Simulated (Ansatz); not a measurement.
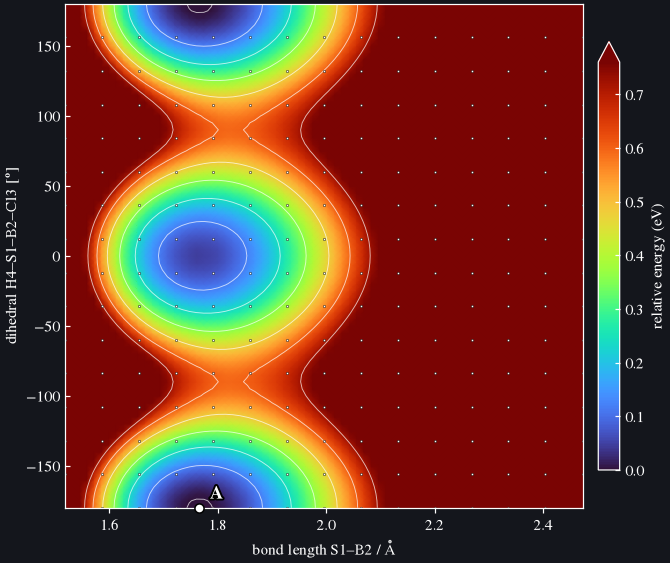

BClHS, SMILES S[B]Cl, spin multiplicity 2. The first coordinate is: bond length S1–B2; the second: dihedral H4–S1–B2–Cl3. Nothing is relaxed (all other coordinates rigid). Grid: 15 × 15 points; 120 points were computed and 105 follow by symmetry. All energies are given in eV relative to the lowest grid point. The calculation used UKS PBE0-D4/def2-TZVP in Ansatz.

In the figure: a smooth colour map with a few white contour lines, dots at the grid points, one colour for all values above the top of the scale, the well A. Between grid points the surface is interpolated.

Q: Estimate the position of the minimum and the force constants in these coordinates. Take the well at A.

A: The interpolated minimum is at bond length S1–B2 ≈ 1.766 Å, dihedral H4–S1–B2–Cl3 ≈ −180°. The curvatures there are about 23 eV/Å² and 0.97 eV/rad², with a cross term of about 0 eV/(Å·rad). Round the minimum the two coordinates are nearly uncoupled.
